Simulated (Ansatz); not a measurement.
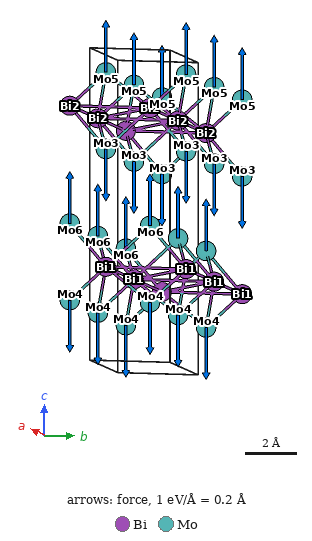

Starting geometry of crystalline BiMo₂ (built on the 2H molybdenite_194 type) (coarse preliminary run) with the computed forces as blue arrows. Style: ball-and-stick. Shown: the cell of the calculation, repeated 3 × 2 × 1 with one cell outlined, from a free direction.

Case: 2H molybdenite type (P6_3/mmc, No. 194).

Computed with Ansatz, DFT PBE, scalar-relativistic, plane waves, PAW.

The input:
```yaml
crystal:
  lattice:
    - [3.2263666249, 0.0, 0.0]
    - [-1.6131833124, 2.7941154591, 0.0]
    - [0.0, 0.0, 12.5492431364]
  atoms:
    - { symbol: Bi, position: [0.3333333333, 0.6666666667, 0.25] }
    - { symbol: Bi, position: [0.6666666667, 0.3333333333, 0.75] }
    - { symbol: Mo, position: [0.3333333333, 0.6666666667, 0.6275] }
    - { symbol: Mo, position: [0.6666666667, 0.3333333333, 0.1275] }
    - { symbol: Mo, position: [0.3333333333, 0.6666666667, 0.8725] }
    - { symbol: Mo, position: [0.6666666667, 0.3333333333, 0.3725] }
basis:
  ecutwfc: 420
kpoints:
  mp_grid: { grid: [6, 6, 2] }
hamiltonian:
  xc: pbe
scf:
  occupations: { method: gaussian, width: 0.1 }
  lower_state_search: "off"
output:
  forces: true
  stress: true
  eigenvalues: true
relax:
  adjacent_minimum: "off"
  f_tol: 0.04
  max_steps: 70
  cell: { stress_tol: 0.4 }
```

Command:
```bash
ansatz run input.yaml --threads 1 --pin off --max-ram 2560MiB --backend cpu --events-out ev --progress --plain --runs-dir out
```

Question: Is this structure relaxed? If not, where do the atoms go?

Answer: It isn't relaxed: the largest force vector, on Mo atoms, is 10.61 eV/Å. The atoms end up moving mostly along the starting forces (cosine between the two patterns 1.00). Over 9 accepted moves (11 points after the start) the energy falls by 2534 meV per atom. Largest force component: 11 eV/Å at the start, 0.03 eV/Å at the end. Pressure: 60.63 GPa at the start and −0.02 GPa at the end. The line search rejected the trial step at point 5 of the run. At 1 point the geometry stayed and the basis and grid were re-selected for the new cell (energy shift of 0.5 meV per atom at most each time). The largest moves relative to the cell, 0.90 Å, are those of Mo3, Mo4, Mo5 and Mo6. Mo6 goes along +c. Bi stays in place. Cell: a = b 3.226 → 3.263 Å (+1.1 %), c 12.549 → 13.496 Å (+7.5 %). Volume +10.0 %. Some distances before and after: Mo3–Mo5 3.075 → 5.110 Å, Mo3–Mo6 3.703 → 2.496 Å, Bi1–Mo4 2.415 → 3.174 Å, Bi1–Bi1 3.226 → 3.263 Å. New bonds form: Mo3–Mo6 (3.70 → 2.50 Å), Mo4–Mo5 (3.70 → 2.50 Å). Bond angles that change, for instance: Bi1–Mo4–Bi1 83.8° → 61.9°. The space group stays P6_3/mmc (No. 194). Cost: 72 s on 1 thread of Arm Neoverse V1 (shared host), peak memory 0.42 GiB.
